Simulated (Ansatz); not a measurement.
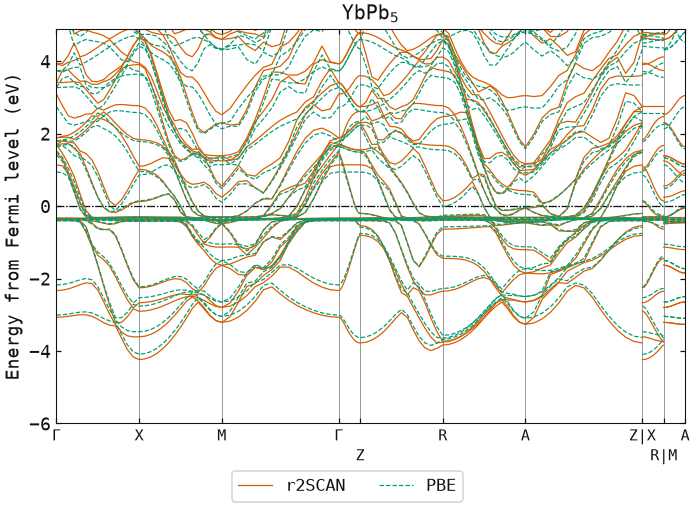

Band structures of YbPb$_{5}$, space group P4/mmm, 6 atoms in the cell, by two methods on the same cell. Each is counted from its own Fermi level.

**How do the methods compare?**

Both give a metal. The 18 bands that come within 1 eV of the Fermi level differ by 0.07 eV on average and by 0.36 eV at most (at Γ).

Settings. r2SCAN: DFT r2SCAN, scalar-relativistic, plane waves, PAW, no spin polarisation, 10×10×4 k mesh, 500 eV cutoff, Gaussian smearing of 0.1 eV (Ansatz). PBE: DFT PBE, scalar-relativistic, plane waves, PAW, no spin polarisation, 10×10×4 k mesh, 420 eV cutoff (Ansatz).

The structure is an invented one, so it need not be a known or stable phase. Spin-orbit coupling is left out, which matters for Pb and Yb.
